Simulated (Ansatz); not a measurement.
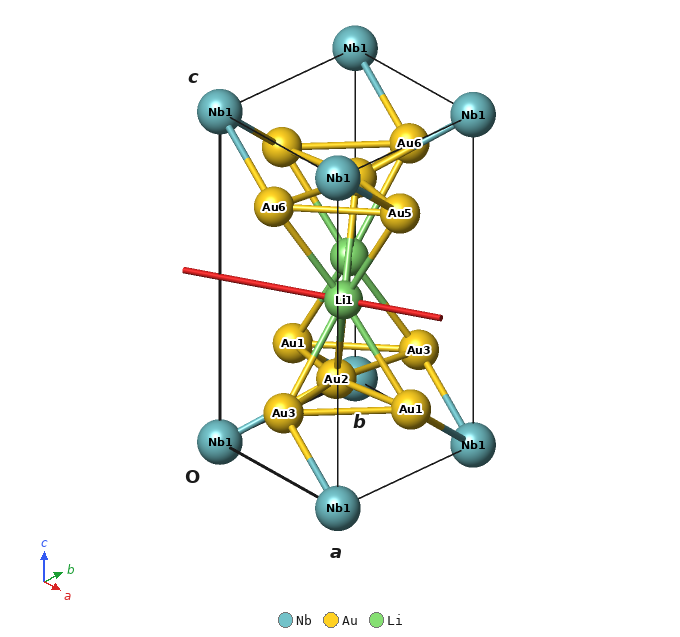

The coloured rod is the axis of a symmetry operation of the crystal. Crystal: Li₂NbAu₆, the end point of a relaxation with DFT, PAW plane waves, pbe (Ansatz 0.2.0); the starting structure was generated, so it need not be a known form of this composition. Geometry calculated from the standardised cell; symmetry tolerance 0.002 Å.

a = 5.401 Å, b = 5.401 Å, c = 7.369 Å, α = 90.00°, β = 90.00°, γ = 120.00°.

```json
{"atom": "Nb1", "x": "0.0000", "y": "0.0000", "z": "0.0000"}
{"atom": "Au1", "x": "0.0000", "y": "0.5403", "z": "0.1956"}
{"atom": "Au2", "x": "0.4597", "y": "0.4597", "z": "0.1956"}
{"atom": "Au3", "x": "0.5403", "y": "0.0000", "z": "0.1956"}
{"atom": "Au4", "x": "0.5403", "y": "0.5403", "z": "0.8044"}
{"atom": "Au5", "x": "0.0000", "y": "0.4597", "z": "0.8044"}
{"atom": "Au6", "x": "0.4597", "y": "0.0000", "z": "0.8044"}
{"atom": "Li1", "x": "0.6667", "y": "0.3333", "z": "0.5000"}
{"atom": "Li2", "x": "0.3333", "y": "0.6667", "z": "0.5000"}
```

Take the operation x, y, z → x, x−y, −z+1.

> What kind of operation is it, and where does it lie?

It is a 2-fold rotation, about the line along [2 1 0] through (0.600, 0.300, 1/2).

> Onto which atom does it carry each atom (up to whole multiples of a, b and c)?

Nb1 → Nb1, Au1 → Au5, Au2 → Au6, Au3 → Au4, Au4 → Au3, Au5 → Au1, Au6 → Au2, Li1 → Li1, Li2 → Li2.

> What is the crystal's space group?

No. 162, P-31m.
